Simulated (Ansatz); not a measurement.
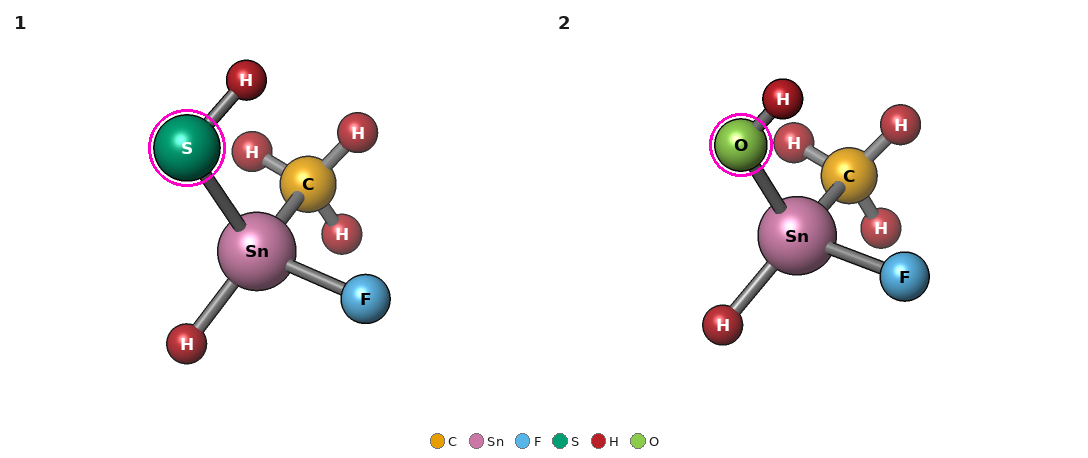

2 molecules with one skeleton, seen from the same side and at one scale; the atom that differs is circled. Charge 0, singlet. Computed geometries: PBE0-D4/def2-TZVP optimisations, one conformation each. Properties computed with Ansatz 0.2.0. Elements past Kr carry core potentials.

One atom differs, called X below: S in panel 1, O in panel 2. Their formulas are CH5FSSn (`[CH3][Sn@@H]([F])[SH]`), CH5FOSn (`[CH3][Sn@H]([OH])[F]`).

### In which is the length of X–H larger (PBE0-D4/def2-TZVP)?

In panel 1 (X = S).

### In which is the HOMO energy (Kohn–Sham orbital) higher (ωB97M-V/def2-QZVPP)?

In panel 1 (X = S).

Give the values. With PBE0-D4/def2-TZVP: length of X–H (Å), length of X–Sn (Å), angle Sn–X–H (°). With ωB97M-V/def2-QZVPP: HOMO energy (Kohn–Sham orbital) (eV), HOMO–LUMO gap (eV).

```csv
quantity,1 (S),2 (O),2 − 1
length of X–H (Å),1.344,0.960,−0.384
length of X–Sn (Å),2.387,1.954,−0.433
angle Sn–X–H (°),93.3,113.8,+20.5
HOMO energy (Kohn–Sham orbital) (eV),−9.93,−10.82,−0.89
HOMO–LUMO gap (eV),10.84,11.74,+0.90
```
